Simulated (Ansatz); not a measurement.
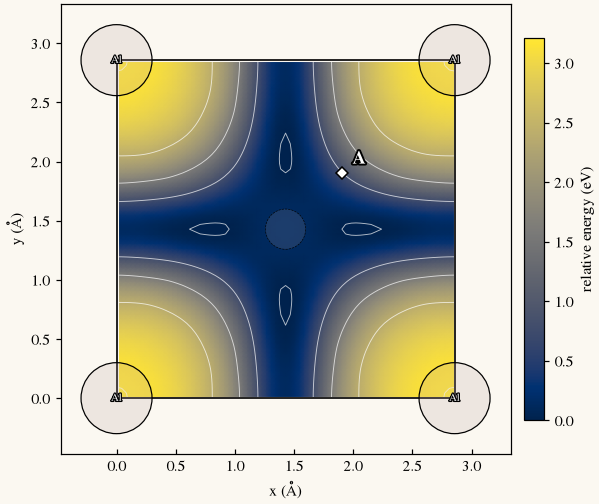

O on an Al(100) slab cut from the Fm-3m phase, its upper half relaxed before the scan (3 atoms of substrate and one adsorbate in a 1 × 1 cell). 
- O is moved over the surface cell; relaxed at each place: the height of the adsorbate's atoms; substrate rigid; the origin of the map has the adsorbate above Al3.
- Places are given modulo a cell vector. The map is drawn in real space over the plane of the surface.
- Grid: 6 × 6 points; 10 points were computed and 26 follow by symmetry.
- Energies: eV, counted from the lowest grid point.
- With one adsorbate in each 1 × 1 cell, its nearest image is 2.9 Å away, so neighbouring adsorbates interact.
- These are results of DFT PBE, scalar-relativistic, plane waves, PAW in Ansatz, not measurements. Settings: cutoff 420 eV, k-mesh 9×9×1, gaussian smearing 0.1 eV, no spin polarisation.

Drawn: a smooth colour map with a few white contour lines, labelled circles for the atoms of the top layer and small ones for the second layer, the outline of one cell of the plane, the point A. Between grid points the surface is interpolated.

Which way does the force act at A, and how strong is it?

Answer. A, at (4/6, 4/6) of the cell vectors, is not a stationary point. The computed force is 3.6 eV/Å in the plane, pointing down and left in the picture (components −2.5 and −2.5 eV/Å).

PAW datasets: the set soft_1.
